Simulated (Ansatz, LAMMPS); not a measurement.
# Squeezing and shearing glassy 53P2O5-24SrO-24Li2O (mol %) (83 atoms)

Aim: relax glassy 53P2O5-24SrO-24Li2O (mol %) (83 atoms), then change its volume and shape to read moduli from the stress.

Method: Kohn-Sham DFT, PBE, PAW (set soft_2), plane waves, in Ansatz 0.2.0.

## (1) The structure

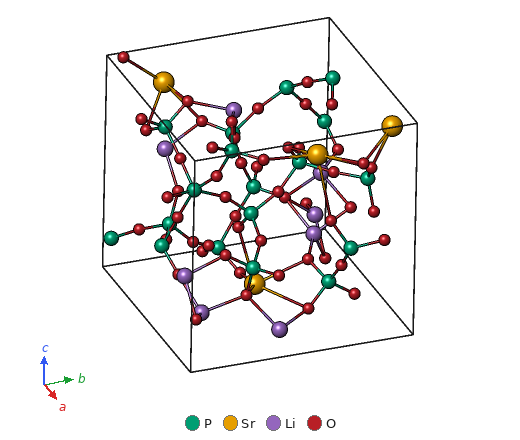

Start, viewed slightly off an axis; phosphorus teal, strontium orange, lithium purple, oxygen red. Bonds to atoms that aren't drawn are left out.

The cell holds 83 atoms: 18 P, 4 Sr, 8 Li and 53 O. Cell: a = 10.406 Å, b = 10.406 Å, c = 10.406 Å, α = 90.0°, β = 90.0°, γ = 90.0°. 83 atoms (18 P, 4 Sr, 8 Li, 53 O) placed at random at 2.74 g/cm³, melted at 4000 K for 10 ps at fixed volume with the Morse and Coulomb pair potential with partial charges (Pedone, Malavasi, Menziani, Cormack and Segre, J. Phys. Chem. B 110, 11780 (2006)). Quenched from 4000 K to 300 K at 20 K/ps and fixed volume, held 10 ps at zero pressure, then minimised at fixed cell.

What the set-up can't give: The quench rate of 20 K/ps far exceeds what a furnace or splat quench reaches, so expect more defects and frozen-in strain than in a real sample. The starting topology of bonds comes from the classical model, and needn't be the one that DFT or experiment would give. The Brillouin zone is sampled at Γ only.

## (2) Single point at the start

A single point comes first, to see the forces before anything moves.

Contents of input.yaml:

```yaml
crystal:
  lattice:
    - [10.40597, 0.0, 0.0]
    - [0.0, 10.40597, 0.0]
    - [0.0, 0.0, 10.40597]
  atoms:
    - { symbol: P, position: [0.17508, 0.44774, 0.09774] }
    - { symbol: P, position: [0.4679, 0.07505, 0.31978] }
    - { symbol: P, position: [0.0524, 0.96593, 0.54164] }
    - { symbol: P, position: [0.16367, 0.50808, 0.6234] }
    - { symbol: P, position: [0.34917, 0.87866, 0.91006] }
    - { symbol: P, position: [0.1088, 0.76968, 0.76428] }
    - { symbol: P, position: [0.78344, 0.36049, 0.32199] }
    - { symbol: P, position: [0.21126, 0.21183, 0.27015] }
    - { symbol: P, position: [0.6812, 0.29494, 0.83634] }
    - { symbol: P, position: [0.30339, 0.14604, 0.78683] }
    - { symbol: P, position: [0.53497, 0.18893, 0.59678] }
    - { symbol: P, position: [0.89532, 0.75413, 0.40062] }
    - { symbol: P, position: [0.52837, 0.4501, 0.43608] }
    - { symbol: P, position: [0.01632, 0.03003, 0.13707] }
    - { symbol: P, position: [0.491, 0.67826, 0.61971] }
    - { symbol: P, position: [0.1507, 0.61271, 0.34447] }
    - { symbol: P, position: [0.66946, 0.91552, 0.58928] }
    - { symbol: P, position: [0.71909, 0.72864, 0.15984] }
    - { symbol: Sr, position: [0.00423, 0.25737, 0.82879] }
    - { symbol: Sr, position: [0.77958, 0.64217, 0.80543] }
    - { symbol: Sr, position: [0.52285, 0.47519, 0.09489] }
    - { symbol: Sr, position: [0.8264, 0.9571, 0.90762] }
    - { symbol: Li, position: [0.86232, 0.45346, 0.053] }
    - { symbol: Li, position: [0.42265, 0.77751, 0.22824] }
    - { symbol: Li, position: [0.37255, 0.42588, 0.84974] }
    - { symbol: Li, position: [0.75934, 0.06304, 0.32423] }
    - { symbol: Li, position: [0.3173, 0.84777, 0.45205] }
    - { symbol: Li, position: [0.72057, 0.1566, 0.11501] }
    - { symbol: Li, position: [0.02136, 0.26234, 0.52147] }
    - { symbol: Li, position: [0.2312, 0.85885, 0.20897] }
    - { symbol: O, position: [0.3429, 0.14503, 0.27371] }
    - { symbol: O, position: [0.12458, 0.63593, 0.69767] }
    - { symbol: O, position: [0.22824, 0.8144, 0.84197] }
    - { symbol: O, position: [0.25431, 0.712, 0.32798] }
    - { symbol: O, position: [0.04965, 0.89253, 0.16531] }
    - { symbol: O, position: [0.75218, 0.34561, 0.1802] }
    - { symbol: O, position: [0.4915, 0.13396, 0.45521] }
    - { symbol: O, position: [0.9931, 0.76356, 0.8493] }
    - { symbol: O, position: [0.78203, 0.39863, 0.82538] }
    - { symbol: O, position: [0.9097, 0.42669, 0.33706] }
    - { symbol: O, position: [0.1698, 0.54668, 0.4774] }
    - { symbol: O, position: [0.2849, 0.50457, 0.0239] }
    - { symbol: O, position: [0.97329, 0.08096, 0.57196] }
    - { symbol: O, position: [0.74426, 0.18161, 0.90327] }
    - { symbol: O, position: [0.56288, 0.34056, 0.90618] }
    - { symbol: O, position: [0.96504, 0.87642, 0.45288] }
    - { symbol: O, position: [0.33422, 0.86746, 0.05268] }
    - { symbol: O, position: [0.76679, 0.89119, 0.69266] }
    - { symbol: O, position: [0.17093, 0.26426, 0.39617] }
    - { symbol: O, position: [0.80998, 0.74798, 0.27923] }
    - { symbol: O, position: [0.57618, 0.10864, 0.2323] }
    - { symbol: O, position: [0.08098, 0.86795, 0.65517] }
    - { symbol: O, position: [0.47114, 0.82832, 0.8559] }
    - { symbol: O, position: [0.71722, 0.92713, 0.4537] }
    - { symbol: O, position: [0.27848, 0.25534, 0.87622] }
    - { symbol: O, position: [0.35612, 0.72946, 0.61074] }
    - { symbol: O, position: [0.3415, 0.02285, 0.86479] }
    - { symbol: O, position: [0.77338, 0.23858, 0.39877] }
    - { symbol: O, position: [0.59891, 0.04329, 0.62012] }
    - { symbol: O, position: [0.6351, 0.2481, 0.70166] }
    - { symbol: O, position: [0.88399, 0.06718, 0.18023] }
    - { symbol: O, position: [0.52195, 0.33575, 0.53089] }
    - { symbol: O, position: [0.76973, 0.61888, 0.07714] }
    - { symbol: O, position: [0.71676, 0.84751, 0.07948] }
    - { symbol: O, position: [0.18322, 0.10959, 0.71778] }
    - { symbol: O, position: [0.58785, 0.68683, 0.20716] }
    - { symbol: O, position: [0.66562, 0.44146, 0.37748] }
    - { symbol: O, position: [0.57553, 0.79917, 0.59295] }
    - { symbol: O, position: [0.05326, 0.42715, 0.02399] }
    - { symbol: O, position: [0.43492, 0.43166, 0.32819] }
    - { symbol: O, position: [0.03221, 0.06145, 0.99568] }
    - { symbol: O, position: [0.06058, 0.41044, 0.64567] }
    - { symbol: O, position: [0.29152, 0.46485, 0.67205] }
    - { symbol: O, position: [0.83455, 0.68628, 0.51219] }
    - { symbol: O, position: [0.43919, 0.93497, 0.33386] }
    - { symbol: O, position: [0.5091, 0.57865, 0.50594] }
    - { symbol: O, position: [0.21274, 0.31966, 0.16687] }
    - { symbol: O, position: [0.1517, 0.53334, 0.22] }
    - { symbol: O, position: [0.54761, 0.60443, 0.72942] }
    - { symbol: O, position: [0.17554, 0.97898, 0.46714] }
    - { symbol: O, position: [0.41197, 0.173, 0.68708] }
    - { symbol: O, position: [0.1141, 0.11514, 0.21316] }
    - { symbol: O, position: [0.01981, 0.67864, 0.36168] }
kpoints:
  mp_grid: { grid: [1, 1, 1] }
hamiltonian:
  xc: pbe
scf:
  occupations: { method: fixed }
output:
  forces: true
```

The run is started by

```console
$ ansatz run input.yaml --threads 4 --pin off --max-ram 8192MiB --backend cpu --events-out ev --progress --plain --runs-dir out
```

Numbers of over 12 decimals in the logs are rounded to 6 here.

Output:

```text
[...]
Pseudopotentials: kind: paw
Pseudopotential: P, paw, valence charge 5, recommended cutoff 420 eV (normal), P.paw.azcp
Pseudopotential: Sr, paw, valence charge 10, recommended cutoff 420 eV (normal), Sr.paw.azcp
Pseudopotential: Li, paw, valence charge 3, recommended cutoff 420 eV (normal), Li.paw.azcp
Pseudopotential: O, paw, valence charge 6, recommended cutoff 420 eV (normal), O.paw.azcp
[... 5 lines on functional and potentials left out ...]
Crystal: 83 atoms, lattice volume = 1126.802 Å³
Basis set: ecut = 420 eV, 22119 PW (Γ), exchange–correlation on 144×144×144 points (8 copies of the dense FFT grid, shifted against one another)
Bands: 319, of which v1, the nominal top of the filled ones, is band 236 counted from 1 (235 counted from 0)
Symmetry: 1 space group operations
Space group: P1 (ITA 1), of the structure as read, at distance tolerance 1.0e-4 Å
k-points: 1
[... 9 lines on functional and potentials left out ...]
Initial density: superposition of atomic densities (neutral atoms: chi_scale 0, normalization atom), corrected by the library's trained network
Initial wavefunctions: pseudopotential atomic-orbital guess
[...]
SCF iter   1: F=—  HF=-59537.879893 eV  |F-HF|=—  |Δ(HF+E_count)|=         —  Δρ=3.56e-3  dr2=1.86e-1  ethr=1.77e-3  ⟨swp⟩=8.0  Hψ=1182  notcnv=0  defer=81
preconditioner: auto → Resta (q_TF=auto, 2.360 Å⁻¹)  ε∞=3.0  [insulator: Δε(μ)=2.870 eV  Ē_g=16.622 eV  n_scr=250 (ndim 8)  ℏωp=23.4 eV  f_vac=0.161  ε∞_Penn≈3.0]
SCF iter   2: F=—  HF=-59537.855911 eV  |F-HF|=—  |Δ(HF+E_count)|=   2.40e-2  Δρ=1.90e-3  dr2=4.06e-2  ethr=3.94e-5  ⟨swp⟩=4.0  Hψ=563  notcnv=0  defer=81
SCF iter   3: F=—  HF=-59537.853110 eV  |F-HF|=—  |Δ(HF+E_count)|=   2.80e-3  Δρ=8.06e-4  dr2=1.29e-2  ethr=8.61e-6  ⟨swp⟩=4.0  Hψ=450  notcnv=0  defer=69
automatic band count: iteration 3 solves 307 bands in place of 319: the levels show a gap, and the empty bands left out lie too high to hold charge; the band table lists the bands solved (type scf.n_extra_bands for more)
SCF iter   4: F=—  HF=-59537.851041 eV  |F-HF|=—  |Δ(HF+E_count)|=   2.07e-3  Δρ=3.07e-4  dr2=1.28e-3  ethr=2.73e-6  ⟨swp⟩=4.0  Hψ=440  notcnv=0  defer=69
SCF iter   5: F=—  HF=-59537.850963 eV  |F-HF|=—  |Δ(HF+E_count)|=   7.75e-5  Δρ=1.72e-4  dr2=2.96e-4  ethr=2.70e-7  ⟨swp⟩=3.0  Hψ=498  notcnv=0  defer=69
SCF iter   6: F=—  HF=-59537.850975 eV  |F-HF|=—  |Δ(HF+E_count)|=   1.13e-5  Δρ=5.60e-5  dr2=2.88e-5  ethr=6.26e-8  ⟨swp⟩=3.0  Hψ=468  notcnv=0  defer=69
SCF iter   7: F=—  HF=-59537.853089 eV  |F-HF|=—  |Δ(HF+E_count)|=   2.11e-3  Δρ=2.04e-5  dr2=4.14e-6  ethr=6.10e-9  ⟨swp⟩=3.0  Hψ=623  notcnv=0  defer=69
SCF iter   8: F=—  HF=-59537.853090 eV  |F-HF|=—  |Δ(HF+E_count)|=   1.41e-6  Δρ=8.57e-6  dr2=6.98e-7  ethr=8.76e-10  ⟨swp⟩=3.0  Hψ=469  notcnv=0  defer=69
SCF iter   9: F=-59537.853091 eV  HF=-59537.853091 eV  |F-HF|=5.27e-8  |Δ(HF+E_count)|=   3.04e-7  Δρ=2.26e-6  dr2=5.72e-8  ethr=2.12e-11  ⟨swp⟩=4.0  Hψ=1203  notcnv=0
SCF 1 converged in 9 iterations: F = -59537.853091 eV  dr2 = 5.72e-8
[...]
SCF converged after 9 iterations
Free energy (F): -59537.853091 eV
Harris-Foulkes:  -59537.853091 eV  (|F-HF|=5.27e-8)
Internal energy: -59537.853091 eV  (E = F + TS)
E sigma→0 (E₀):  -59537.853091 eV
Fermi energy:    4.333779 eV
--- Per-component energies (eV) ---
[...]
Σ components = -59537.853091   (vs F -59537.853091, Δ=0.00e0)
--- Forces (eV/Å), atoms counted from 1 ---
  atom   1  P     -0.32852639    -0.49617123    -1.24420358
  atom   2  P      2.08824240    -0.71148593    -0.12265379
  atom   3  P      1.51640809     1.12187639    -2.18332684
  atom   4  P      2.18059702    -1.97696920     1.71472380
[...]
atom  83  O      1.03062999    -1.17799732    -1.67895983
  max |Σ_I F_I| component: 1.32e-4 eV/Å
```

Run time: 12 s. Hardware: 4 threads of Arm Neoverse V1, shared host; peak memory 1.2 GiB.

The r.m.s. force at the start is 1.1 eV/Å.

## (3) Cell and atoms relaxed

Cell and atoms are freed together, to release stress as well as forces.

Contents of input.yaml:

```yaml
crystal:
  lattice:
    - [10.40597, 0.0, 0.0]
    - [0.0, 10.40597, 0.0]
    - [0.0, 0.0, 10.40597]
  atoms:
    [... the 83 atom lines of step 2 ...]
kpoints:
  mp_grid: { grid: [1, 1, 1] }
hamiltonian:
  xc: pbe
scf:
  occupations: { method: fixed }
output:
  forces: true
relax:
  f_tol: 0.05
  max_steps: 150
  cell: {}
```

Output:

```text
[...]
Crystal: 83 atoms, lattice volume = 1126.802 Å³
Basis set: ecut = 420 eV, 22119 PW (Γ), exchange–correlation on 144×144×144 points (8 copies of the dense FFT grid, shifted against one another)
Bands: 319, of which v1, the nominal top of the filled ones, is band 236 counted from 1 (235 counted from 0)
Symmetry: 1 space group operations
[...]
k-points: 1
[...]
SCF iter   1: F=—  HF=-59537.879901 eV  |F-HF|=—  |Δ(HF+E_count)|=         —  Δρ=3.56e-3  dr2=1.86e-1  ethr=1.77e-3  ⟨swp⟩=8.0  Hψ=1182  notcnv=0  defer=81
[...]
SCF iter   9: F=-59537.853091 eV  HF=-59537.853091 eV  |F-HF|=5.27e-8  |Δ(HF+E_count)|=   3.04e-7  Δρ=2.26e-6  dr2=5.72e-8  ethr=2.12e-11  ⟨swp⟩=4.0  Hψ=1203  notcnv=0
SCF 1 converged in 9 iterations: F = -59537.853091 eV  dr2 = 5.72e-8
[...]
relax step   1: F+E_penalty+E_count = -59537.85309063 eV  Δ(F+E_penalty+E_count) = +0.000e0 eV  max|allowed force component| = 3.936e0 eV/Å  Δτ_max = 0.0000 Å  P = +2.478 GPa  Ω = 1126.802 Å³  (9 SCF iters, dr2 threshold 1.00e-7 eV, accepted)
[... from here on, the SCF cycles and remarks between the steps are left out ...]
relax step   2: F+E_penalty+E_count = -59541.02610917 eV  Δ(F+E_penalty+E_count) = -3.173e0 eV  max|allowed force component| = 2.768e0 eV/Å  Δτ_max = 0.1949 Å  P = +1.964 GPa  Ω = 1106.471 Å³  energy of the carried Pulay correction = +6.801e-2 eV  (8 SCF iters, dr2 threshold 8.30e-6 eV, accepted)
relax step   3: F+E_penalty+E_count = -59543.27510210 eV  Δ(F+E_penalty+E_count) = -2.249e0 eV  max|allowed force component| = 1.121e0 eV/Å  Δτ_max = 0.1989 Å  P = +0.418 GPa  Ω = 1097.090 Å³  energy of the carried Pulay correction = +9.981e-2 eV  (8 SCF iters, dr2 threshold 8.30e-6 eV, accepted)
relax step   4: F+E_penalty+E_count = -59544.01237316 eV  Δ(F+E_penalty+E_count) = -7.373e-1 eV  max|allowed force component| = 8.222e-1 eV/Å  Δτ_max = 0.1944 Å  P = -0.290 GPa  Ω = 1103.953 Å³  energy of the carried Pulay correction = +7.652e-2 eV  (8 SCF iters, dr2 threshold 8.30e-6 eV, accepted)
relax step   5: F+E_penalty+E_count = -59544.48702964 eV  Δ(F+E_penalty+E_count) = -4.747e-1 eV  max|allowed force component| = 8.958e-1 eV/Å  Δτ_max = 0.1961 Å  P = -0.224 GPa  Ω = 1107.076 Å³  energy of the carried Pulay correction = +6.597e-2 eV  (8 SCF iters, dr2 threshold 8.30e-6 eV, accepted)
relax step   6: F+E_penalty+E_count = -59544.86379469 eV  Δ(F+E_penalty+E_count) = -3.768e-1 eV  max|allowed force component| = 5.376e-1 eV/Å  Δτ_max = 0.1957 Å  P = -0.190 GPa  Ω = 1109.507 Å³  energy of the carried Pulay correction = +5.778e-2 eV  (7 SCF iters, dr2 threshold 8.30e-6 eV, accepted)
relax step   7: F+E_penalty+E_count = -59545.14848579 eV  Δ(F+E_penalty+E_count) = -2.847e-1 eV  max|allowed force component| = 2.997e-1 eV/Å  Δτ_max = 0.1952 Å  P = -0.088 GPa  Ω = 1110.813 Å³  energy of the carried Pulay correction = +5.338e-2 eV  (7 SCF iters, dr2 threshold 8.30e-6 eV, accepted)
relax step   8: F+E_penalty+E_count = -59545.30154298 eV  Δ(F+E_penalty+E_count) = -1.531e-1 eV  max|allowed force component| = 5.521e-1 eV/Å  Δτ_max = 0.1945 Å  P = -0.267 GPa  Ω = 1116.144 Å³  energy of the carried Pulay correction = +3.550e-2 eV  (8 SCF iters, dr2 threshold 5.61e-6 eV, accepted)
relax step   9: F+E_penalty+E_count = -59545.43287474 eV  Δ(F+E_penalty+E_count) = -1.313e-1 eV  max|allowed force component| = 6.626e-1 eV/Å  Δτ_max = 0.1544 Å  P = +0.295 GPa  Ω = 1118.149 Å³  energy of the carried Pulay correction = +2.880e-2 eV  (7 SCF iters, dr2 threshold 8.30e-6 eV, accepted)
relax step  10: F+E_penalty+E_count = -59545.54429483 eV  Δ(F+E_penalty+E_count) = -1.114e-1 eV  max|allowed force component| = 4.026e-1 eV/Å  Δτ_max = 0.1343 Å  P = +0.001 GPa  Ω = 1118.565 Å³  energy of the carried Pulay correction = +2.741e-2 eV  (7 SCF iters, dr2 threshold 8.30e-6 eV, accepted)
relax step  11: F+E_penalty+E_count = -59545.62743907 eV  Δ(F+E_penalty+E_count) = -8.314e-2 eV  max|allowed force component| = 3.902e-1 eV/Å  Δτ_max = 0.1600 Å  P = -0.229 GPa  Ω = 1125.723 Å³  energy of the carried Pulay correction = +3.579e-3 eV  (7 SCF iters, dr2 threshold 8.30e-6 eV, accepted)
relax step  12: F+E_penalty+E_count = -59545.73366887 eV  Δ(F+E_penalty+E_count) = -1.062e-1 eV  max|allowed force component| = 4.549e-1 eV/Å  Δτ_max = 0.1948 Å  P = -0.024 GPa  Ω = 1125.938 Å³  energy of the carried Pulay correction = +2.868e-3 eV  (7 SCF iters, dr2 threshold 8.30e-6 eV, accepted)
relax step  13: F+E_penalty+E_count = -59545.87491449 eV  Δ(F+E_penalty+E_count) = -1.412e-1 eV  max|allowed force component| = 4.937e-1 eV/Å  Δτ_max = 0.1952 Å  P = -0.151 GPa  Ω = 1128.661 Å³  energy of the carried Pulay correction = -6.155e-3 eV  (7 SCF iters, dr2 threshold 8.30e-6 eV, accepted)
[...]
relax step  69: F+E_penalty+E_count = -59548.65958102 eV  Δ(F+E_penalty+E_count) = -3.439e-1 eV  max|allowed force component| = 4.929e-2 eV/Å  Δτ_max = 0.0000 Å  P = +0.405 GPa  Ω = 1139.656 Å³  stress off target by 1.22e0 GPa  SCF on the basis re-selected at this cell (its energy is not comparable with the rows above)  (8 SCF iters)
[...]
relax step  72: F+E_penalty+E_count = -59548.71963495 eV  Δ(F+E_penalty+E_count) = +1.408e-3 eV  max|allowed force component| = 2.353e-1 eV/Å  Δτ_max = 0.2000 Å  P = +0.057 GPa  Ω = 1154.437 Å³  energy of the carried Pulay correction = -5.616e-2 eV  (8 SCF iters, dr2 threshold 2.55e-6 eV, rejected (line search))
relax step  73: F+E_penalty+E_count = -59548.74462957 eV  Δ(F+E_penalty+E_count) = -2.359e-2 eV  max|allowed force component| = 6.744e-2 eV/Å  Δτ_max = 0.0974 Å  P = +0.032 GPa  Ω = 1156.014 Å³  energy of the carried Pulay correction = -6.182e-2 eV  (11 SCF iters, accepted)
[...]
relax step  75: F+E_penalty+E_count = -59548.74660092 eV  Δ(F+E_penalty+E_count) = -2.412e-3 eV  max|allowed force component| = 4.702e-2 eV/Å  Δτ_max = 0.0144 Å  P = -0.010 GPa  Ω = 1157.825 Å³  energy of the carried Pulay correction = -6.927e-2 eV  (6 SCF iters, dr2 threshold 5.99e-7 eV, accepted)
relax step  76: F+E_penalty+E_count = -59548.85276350 eV  Δ(F+E_penalty+E_count) = -1.062e-1 eV  max|allowed force component| = 4.670e-2 eV/Å  Δτ_max = 0.0000 Å  P = +0.057 GPa  Ω = 1157.825 Å³  stress off target by 3.20e-1 GPa  SCF on the basis re-selected at this cell (its energy is not comparable with the rows above)  (8 SCF iters)
relax step  77: F+E_penalty+E_count = -59548.85807791 eV  Δ(F+E_penalty+E_count) = -5.314e-3 eV  max|allowed force component| = 7.765e-2 eV/Å  Δτ_max = 0.0668 Å  P = -0.010 GPa  Ω = 1161.790 Å³  energy of the carried Pulay correction = -1.354e-2 eV  (8 SCF iters, dr2 threshold 2.56e-7 eV, accepted)
relax step  78: F+E_penalty+E_count = -59548.85935826 eV  Δ(F+E_penalty+E_count) = -1.280e-3 eV  max|allowed force component| = 7.470e-2 eV/Å  Δτ_max = 0.0292 Å  P = +0.010 GPa  Ω = 1162.520 Å³  energy of the carried Pulay correction = -1.602e-2 eV  (7 SCF iters, dr2 threshold 3.77e-7 eV, accepted)
relax step  79: F+E_penalty+E_count = -59548.85816908 eV  Δ(F+E_penalty+E_count) = +1.189e-3 eV  max|allowed force component| = 5.944e-2 eV/Å  Δτ_max = 0.0178 Å  P = +0.009 GPa  Ω = 1163.704 Å³  energy of the carried Pulay correction = -2.021e-2 eV  (7 SCF iters, dr2 threshold 3.49e-7 eV, accepted)
relax step  80: F+E_penalty+E_count = -59548.85768962 eV  Δ(F+E_penalty+E_count) = +4.795e-4 eV  max|allowed force component| = 4.398e-2 eV/Å  Δτ_max = 0.0302 Å  P = -0.030 GPa  Ω = 1164.988 Å³  energy of the carried Pulay correction = -2.480e-2 eV  (7 SCF iters, dr2 threshold 2.21e-7 eV, accepted)
relax step  81: F+E_penalty+E_count = -59548.85789543 eV  Δ(F+E_penalty+E_count) = -2.058e-4 eV  max|allowed force component| = 4.633e-2 eV/Å  Δτ_max = 0.0338 Å  P = -0.039 GPa  Ω = 1165.799 Å³  energy of the carried Pulay correction = -2.774e-2 eV  (9 SCF iters, dr2 threshold 9.63e-9 eV, accepted)
relax step  82: F+E_penalty+E_count = -59548.85652179 eV  Δ(F+E_penalty+E_count) = +1.374e-3 eV  max|allowed force component| = 4.537e-2 eV/Å  Δτ_max = 0.0298 Å  P = -0.025 GPa  Ω = 1166.717 Å³  energy of the carried Pulay correction = -3.105e-2 eV  (9 SCF iters, dr2 threshold 1.02e-8 eV, accepted)
relax step  83: F+E_penalty+E_count = -59548.89567226 eV  Δ(F+E_penalty+E_count) = -3.915e-2 eV  max|allowed force component| = 4.559e-2 eV/Å  Δτ_max = 0.0000 Å  P = -0.007 GPa  Ω = 1166.717 Å³  stress off target by 8.88e-2 GPa  SCF on the basis re-selected at this cell (its energy is not comparable with the rows above)  (6 SCF iters)
relax step  84: F+E_penalty+E_count = -59548.89466589 eV  Δ(F+E_penalty+E_count) = +1.006e-3 eV  max|allowed force component| = 4.852e-2 eV/Å  Δτ_max = 0.0326 Å  P = -0.014 GPa  Ω = 1167.908 Å³  energy of the carried Pulay correction = -3.889e-3 eV  (9 SCF iters, dr2 threshold 1.97e-8 eV, accepted)
relax step  85: F+E_penalty+E_count = -59548.89852614 eV  Δ(F+E_penalty+E_count) = -3.860e-3 eV  max|allowed force component| = 4.850e-2 eV/Å  Δτ_max = 0.0000 Å  P = -0.013 GPa  Ω = 1167.908 Å³  stress off target by 2.19e-2 GPa  SCF on the basis re-selected at this cell (its energy is not comparable with the rows above)  (6 SCF iters)
[...]
SCF converged after 6 iterations
Free energy (F): -59548.898526 eV
[...]
Internal energy: -59548.898526 eV  (E = F + TS)
E sigma→0 (E₀):  -59548.898526 eV
Fermi energy:    2.971346 eV
[...]
Σ components = -59548.898526   (vs F -59548.898526, Δ=0.00e0)
--- Forces (eV/Å), atoms counted from 1 ---
  atom   1  P      0.00848375    -0.01357153    -0.01035230
  atom   2  P     -0.01232201    -0.00225698    -0.00270526
  atom   3  P      0.01570388    -0.01208563    -0.01755433
  atom   4  P     -0.03122068    -0.01429259     0.03789426
[...]
atom  83  O      0.00833240     0.01890312     0.02223320
  max |Σ_I F_I| component: 1.94e-5 eV/Å
--- Stress (GPa, compression-positive) ---
       -0.012304       0.000229      -0.010015
        0.000231      -0.021404      -0.002027
       -0.010011      -0.002030      -0.004561
  P = ⅓ Tr σ = -0.0128 GPa (-0.128 kbar)
--- Relaxed structure (81 steps of the walk, 79 accepted, 4 SCFs on fresh bases) ---
  F+E_penalty+E_count = -59548.89852614 eV   max|allowed force component| = 4.850e-2 eV/Å   (the final SCF, on the basis selected at the relaxed cell)
  cell:  # Å, volume = 1167.9081 Å³
    - [11.044584, 0.379679, -0.898796]
    - [0.379679, 10.338865, -0.046276]
    - [-0.898796, -0.046276, 10.313994]
  atoms:
    - { symbol: P, position: [0.152308, 0.459260, 0.091570] }
    - { symbol: P, position: [0.439564, 0.057976, 0.373721] }
    - { symbol: P, position: [0.043371, 0.965853, 0.560996] }
    - { symbol: P, position: [0.166359, 0.515886, 0.630261] }
[...]
- { symbol: O, position: [0.00122266, 0.703002, 0.327651] }
```

It took 13 min on 4 threads; peak memory 1.3 GiB.

The relaxation converged after 81 steps, with a largest force component of 0.049 eV/Å.

[end of part 1 of 3]

[Logs are printed without paths, hosts, clocks, repeated set-up lines and the standing remarks that a program may print on its own settings, such as how far it seeks lower states.]

[Hosts, paths, dates, database ids (printed as entryN), source tags and the programs' standing remarks are cut or masked in the printed files.]
